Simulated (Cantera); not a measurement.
A closed system holds: 1 mol Si₃N₄, 0.26 mol H₂O, a varied amount of H₂, held at 2100 K and 10.0 mbar.

Equilibrium computed with Cantera from the NASA thermochemical tables; the gas is ideal and each condensed phase is pure. Candidate condensed phases: H₂O, Si, SiO₂, Si₂N₂O, Si₃N₄; 35 gas species. The tables' values for SiN are old estimates; treat these amounts as uncertain. Gases not in the tables: Si₂H₆ and higher silanes. Kinetics and transport are ignored.

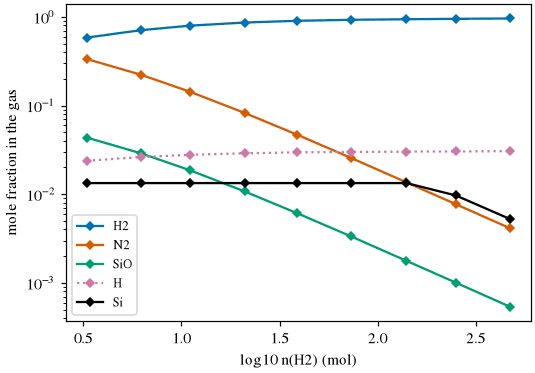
Figure. Equilibrium gas composition (values under 1e-9 drawn at 1e-9)

### Question
Read off the mole fractions at 3.3 mol H₂.

### Answer
H₂ about 0.58, N₂ about 0.33, SiO about 0.044, H about 0.024, Si about 0.013.
